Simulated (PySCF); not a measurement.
| atom | x (Å) | y (Å) | z (Å) |
| --- | --- | --- | --- |
| In | 0.0000 | 0.0000 | -1.4690 |
| I | 0.0000 | 0.0000 | 1.3300 |

Core potentials replace the inner electrons of In and I.

Computed with PBE0/cc-pVDZ(-PP), non-relativistic Hamiltonian with scalar-relativistic core potentials where named, at a bond length of 2.799 Å (PySCF 2.14.0).

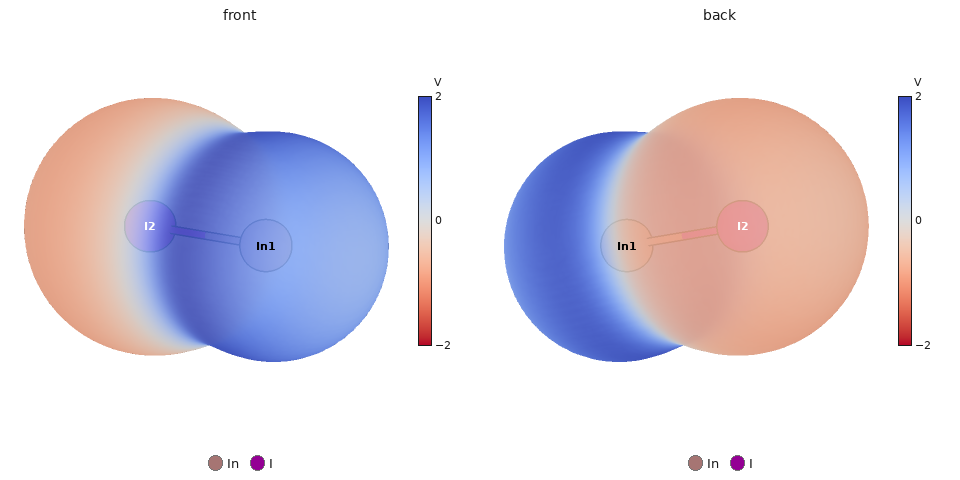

InI. The molecular electrostatic potential painted on the density surface at 0.002 e/bohr³, seen from the front and from behind; the colour scale runs from red (negative) to blue (positive).

Q: Describe the electrostatic potential map.

A: The most negative region (about −0.8 V, or −18 kcal/mol for a unit charge) lies over I2, the most positive (about +1.9 V, or +44 kcal/mol for a unit charge) over In1.
